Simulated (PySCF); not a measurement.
```xyz
14

F    -2.5456   -2.1599   -0.0151
C    -1.6729   -1.1854   -0.0210
C    -2.0963    0.1264   -0.0888
C    -1.2079    1.1893   -0.0959
C     0.1772    1.0136   -0.0368
C     0.7694   -0.2228    0.0312
C     2.2943   -0.3308    0.1016
F     2.7411    0.1657    1.2500
F     2.6734   -1.6041    0.0193
F     2.8584    0.3441   -0.8913
S    -0.0467   -1.7236    0.0596
H    -3.1642    0.3044   -0.1371
H    -1.6001    2.1956   -0.1498
H     0.8193    1.8870   -0.0481
```

Geometry: GFN2-xTB.

Theory: PBE0/pcSseg-1, SCF density, gas phase, non-relativistic in PySCF 2.14.0.

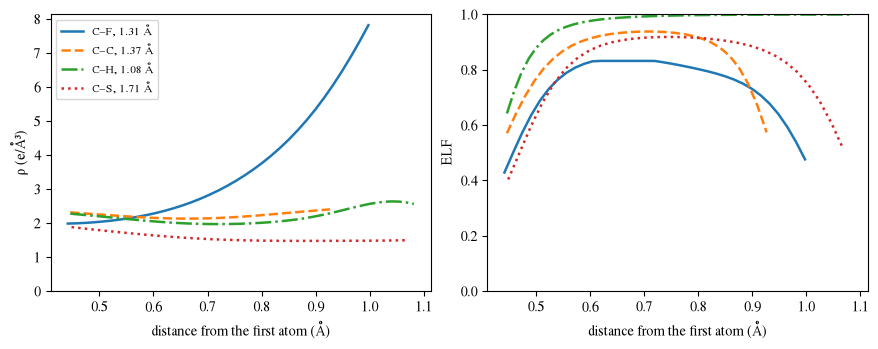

C₆H₃F₄S (SMILES Fc1cccc(C(F)(F)F)[s+]1) (charge +1). Total electron density and ELF along straight lines between neighbouring atoms. The curves leave out the atomic cores.

Question: Compare the contacts.

Answer: C–F (1.31 Å): ρ at the midpoint is about 2.5 e/Å³; the ELF peaks at about 0.85 between the atoms: a shared but strongly polarised pair.
C–C (1.37 Å): ρ is about 2.1 e/Å³ halfway; the ELF peaks at about 0.95 between the atoms, as expected for a covalent bond.
C–H (1.08 Å): the density is about 2.1 e/Å³ at the midpoint; the ELF climbs to about 1 towards the hydrogen, as it does in any bond to H (a covalent bond by its length).
C–S (1.71 Å): the density is about 1.5 e/Å³ at the midpoint; the ELF peaks at about 0.90 between the atoms: a covalent bond.
